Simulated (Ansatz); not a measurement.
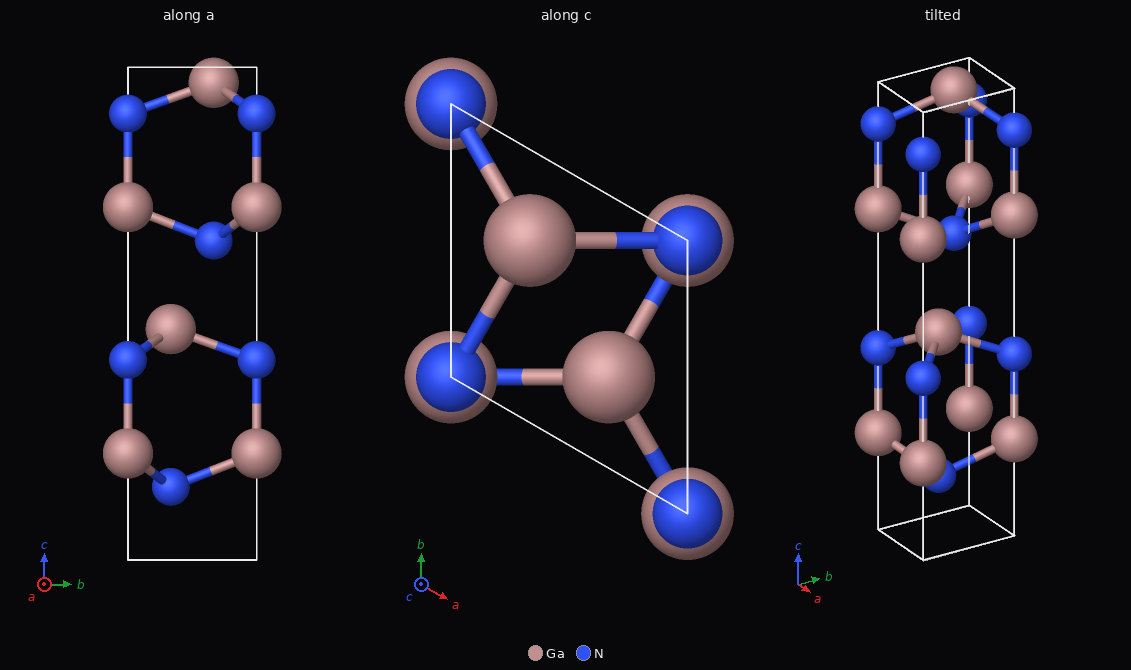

This ball-and-stick model is shown along the a axis, along the c axis and slightly off an axis. The frame is the conventional unit cell; atoms at its boundary are shown with their periodic copies. Cell: a = 3.167 Å, b = 3.167 Å, c = 10.506 Å, α = 90.00°, β = 90.00°, γ = 120.00°.

The material is GaN. The lattice is primitive hexagonal and the space group P6_3mc (No. 186). Atoms per cell: 8 (4 Ga, 4 N). Ga takes two kinds of site: 2a with four N in a tetrahedral arrangement at about 2.0 Å; 2b with three N in a trigonal pyramidal arrangement at about 1.9 Å. N takes two kinds of site: 2b with three Ga in a trigonal pyramidal arrangement at about 2.0 Å; 2a with four Ga in a tetrahedral arrangement at about 1.9 Å. The bonds build GaN layers parallel to (001).

Its origin is a structure listed in the Materials Project. Earlier steps of the study, as a rule a relaxation of our own, may have changed the cell and positions, so they can lie some per cent off the listed ones. It was run through Ansatz as a DFT input.
